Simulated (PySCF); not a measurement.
| atom | x (Å) | y (Å) | z (Å) |
| --- | --- | --- | --- |
| F | 2.3854 | -1.6496 | -0.8694 |
| C | 2.4625 | -0.3091 | -0.6016 |
| O | 1.2253 | 0.2867 | -0.7611 |
| C | 0.2701 | -0.0660 | 0.1767 |
| F | 0.6258 | 0.4732 | 1.4024 |
| C | -1.0709 | 0.5153 | -0.2486 |
| C | -2.1574 | 0.1777 | 0.7612 |
| F | -2.4048 | -1.1545 | 0.7658 |
| F | -3.3191 | 0.7772 | 0.4173 |
| H | 2.8550 | -0.2129 | 0.4210 |
| H | 3.1325 | 0.1397 | -1.3409 |
| H | 0.2191 | -1.1546 | 0.3365 |
| H | -0.9805 | 1.5992 | -0.3261 |
| H | -1.3388 | 0.1065 | -1.2231 |
| H | -1.9086 | 0.4793 | 1.7897 |

Geometry: GFN2-xTB.

All numbers below come from PBE0/pcSseg-1, SCF density, gas phase, non-relativistic in PySCF.

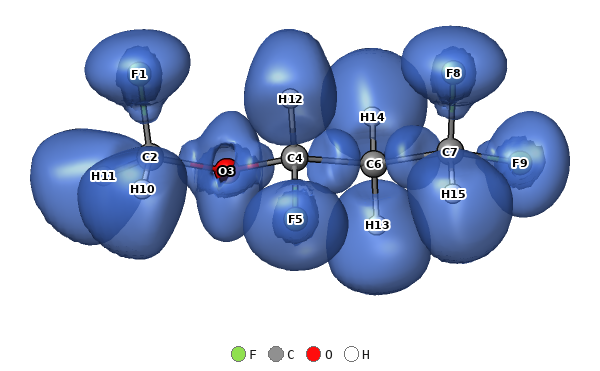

C4H6F4O. Isosurface of the ELF at 0.75 (blue), seen from one side. Core shells and regions of very low density are left out.

Q: Where are the electrons localised?

A: The ELF exceeds this value in two regions between bonded C–C atoms (shared pairs), six regions around hydrogen nuclei, four regions on F in which the atom's valence shell and bonds are merged and one region on O in which the atom's valence shell and bonds are merged. Profiles from the grid: C–F (1.35 Å): the ELF peaks at about 0.85 between the atoms, as expected for a shared but strongly polarised pair. C–O (1.38 Å): the ELF peaks at about 0.90 between the atoms; a shared but strongly polarised pair.
